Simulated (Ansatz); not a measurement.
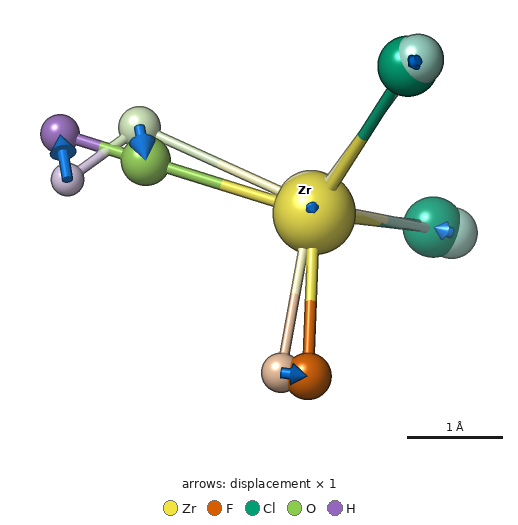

A relaxation of ZrHOCl2F. The starting structure is drawn faded, the final one solid; blue arrows show the displacements, at their true length. The two geometries are superimposed by the best rigid fit.

Style: ball-and-stick. Shown from a free direction.

The run prepares the start of a later molecular dynamics calculation, from a guessed geometry.

All numbers below come from Ansatz 0.2.0, RKS PBE/def2-SVP.

Input
```yaml
crystal:
  periodic: [false, false, false]
  atoms:
    - { symbol: Zr, position_ang: [0.0, 0.0, 0.0] }
    - { symbol: F, position_ang: [0.0, 0.0, 1.98] }
    - { symbol: Cl, position_ang: [2.3764, 0.0, -0.8392] }
    - { symbol: Cl, position_ang: [-1.1869, 2.0563, -0.8392] }
    - { symbol: O, position_ang: [-0.975, -1.6891, -0.6893] }
    - { symbol: H, position_ang: [-1.4296, -2.1548, 0.0831] }
basis:
  gaussian: { orbitals: def2-SVP }
hamiltonian:
  xc: pbe
relax:
  f_tol: 0.02
  max_steps: 40
```

Launched with:
```bash
ansatz run input.yaml --threads 1 --pin off --max-ram 2048MiB --backend cpu --events-out ev --progress --plain --runs-dir out
```

Question: Atoms of which element are displaced furthest, and by how much?

Answer: Hydrogen: up to 0.59 Å, against 0.43 Å for oxygen.

Question: What happened in the run?

Answer: After 8 geometry steps the energy has fallen by 0.801 eV. The largest force component goes from 2.2 to 0.011 eV/Å. The largest move after the best rigid fit is that of H6, 0.59 Å. By element the largest moves are H 0.59 Å, O 0.43 Å, F 0.29 Å, Cl 0.22 Å, Zr 0.11 Å. Among the contacts that change: Zr1–O5 2.069 → 1.900 Å, Zr1–Cl3 2.520 → 2.362 Å, Zr1–F2 1.980 → 1.907 Å, O5–H6 1.010 → 0.968 Å. Bond angles that change, for instance: Zr1–O5–H6 109.5° → 179.8°. Cost: 40 s on 1 thread of Arm Neoverse V2, with other jobs on the host, peak memory 0.15 GiB.
